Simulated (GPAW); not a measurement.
A computed O K-edge spectrum of one site in a crystal of Ca, O and Ru, with its zero at a photon energy of about 524.8 eV (raw 533.7 eV, less 8.8 eV of added terms; LDA puts this hole about 4 eV below PBE, itself good to a few eV). Method: GPAW, LDA, excited-electron core hole (neutral cell) in a small cell, dipole transitions, broadening that rises with energy.

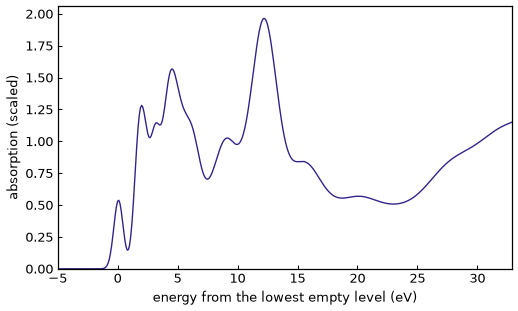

Energy from the lowest empty level; intensity scaled to a mean of 1 over the first 20 eV.

**Question.** Which coordination does this site have?

A K edge sees empty p states; the first features are O p mixed into the empty d states of the Ru neighbours, and the broad ones above probably into the cations' higher empty bands. It is atom 7 of Ca2RuO4 (Cmce), with 2 Ru at 1.96 Å and 2 Ca at 2.37 Å (4-fold, site symmetry m). Its main maxima below 24 eV lie at 0.1 eV (0.54), 2.0 eV (1.28), 4.5 eV (1.57), 9.1 eV (1.03) and 12.2 eV (1.96). A near-edge spectrum doesn't fix the structure by itself; it is matched against candidates. The unit cell's mesh shows no gap over 0.35 eV. That is right for a metallic compound; for a small-gap or correlated insulator it would be the fault of the functional or of the assumed magnetic order, and the hole would be screened too well. The crystal has 2 inequivalent O sites and not all are shown here, while a measurement adds them all. The holes are only 5.3 Å apart, so the shape is probably not converged with cell size; no larger cell was run here. The mesh is coarse (0.32 Å⁻¹ between points), so small maxima may be mesh ripples. Lifetime broadening is put in by hand, and intensities beyond about 20 eV depend on it and on the partial waves; weight that the partial waves miss at high energy is lost. The structure is a computed Materials Project entry and may be a hypothetical form.

[Hosts, paths, dates, database ids (printed as entryN), source tags and the programs' standing remarks are cut or masked in the printed files.]

[Lists of maxima count a maximum above −3 eV only where it reaches 4 % of the highest in the window and stands out from its surroundings by 2 % of it (1.5 % where it reaches 55 %); shoulders and weaker maxima are passed over, and of the rest the first, up to two pre-edge ones and the few strongest are named.]
